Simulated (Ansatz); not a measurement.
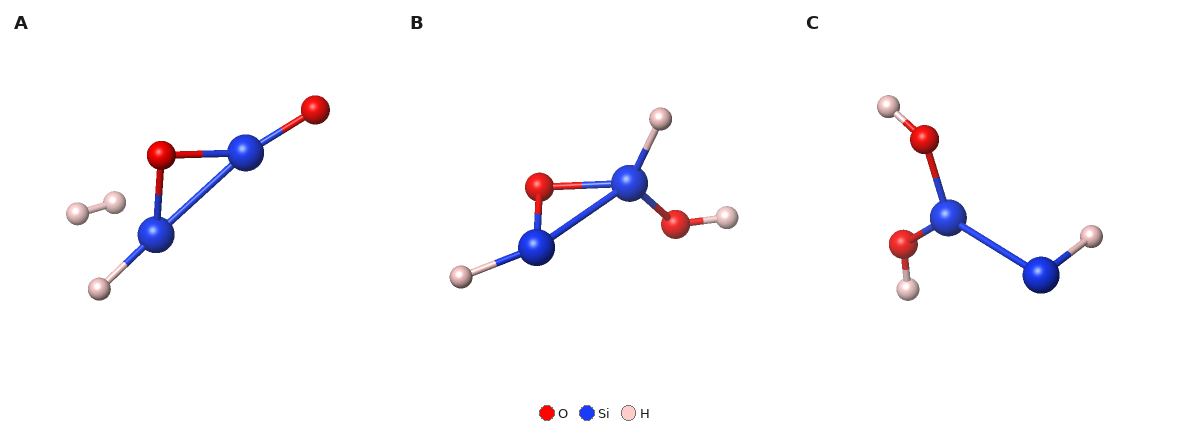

3 stationary structures of one formula. State: charge +1, singlet. Geometries: PBE0-D4/def2-TZVP. Electronic energies: PBE-D4/def2-TZVPP (Ansatz 0.2.0), without zero-point energy. No frequency run is at hand to confirm each as a minimum. Each is one conformer, not always the lowest.

**Rank them by energy, lowest first.**

B is lowest (C1); C lies 0.385 eV above it (C1), A lies 2.532 eV above it (C1).
